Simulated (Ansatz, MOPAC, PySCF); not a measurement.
Breaking a bond: Na2, singlet.

Computed with: RKS-BP86/6-31G* = PySCF with restricted BP86/6-31G*, spherical d; UMP2 = MP2 on UHF/aug-cc-pVQZ, frozen core run with Ansatz (an electronic-structure program); AM1, restricted, heats of formation (MOPAC).

Energies are in kJ/mol, each relative to the lowest point of its own curve near equilibrium.

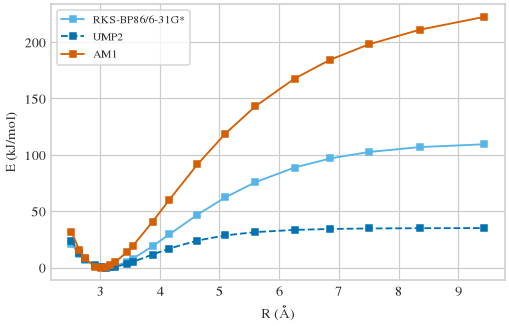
*Energy against bond length for each method.*

| R / Å | RKS-BP86/6-31G* | UMP2 | AM1 |
|---|---|---|---|
| 2.52 | 20.9 | 23.8 | 31.9 |
| 2.65 | 11.6 | 13.1 | 15.6 |
| 2.74 | 7.0 | 7.9 | 8.2 |
| 2.92 | 1.4 | 1.9 | 0.8 |
| 3.01 | 0.3 | 0.5 | 0.0 |
| 3.10 | 0.0 | 0.0 | 0.7 |
| 3.17 | 0.3 | 0.1 | 2.2 |
| 3.25 | 1.2 | 0.6 | 4.6 |
| 3.45 | 5.2 | 3.2 | 13.6 |
| 3.55 | 7.9 | 5.0 | 19.3 |
| 3.88 | 18.9 | 11.5 | 40.7 |
| 4.16 | 29.4 | 16.9 | 60.1 |
| 4.63 | 46.9 | 23.9 | 91.5 |
| 5.10 | 62.3 | 28.5 | 118.9 |
| 5.60 | 75.7 | 31.4 | 143.0 |
| 6.26 | 88.7 | 33.4 | 167.7 |
| 6.86 | 96.8 | 34.2 | 184.5 |
| 7.50 | 102.5 | 34.6 | 198.0 |
| 8.36 | 106.9 | 34.9 | 211.1 |
| 9.44 | 109.4 | 35.0 | 222.4 |

At the longest distance, 9.44 Å, AM1 lies highest above its minimum (222.4 kJ/mol) and UMP2 lowest (35.0 kJ/mol).

The restricted form behind RKS-BP86/6-31G*, AM1 keeps the bonding electrons paired and can't separate into open-shell fragments. The unrestricted determinant behind UMP2 is spin-contaminated at 2.52 to 9.44 Å (<S²> up to 1.0, against 0.00 for a pure singlet).
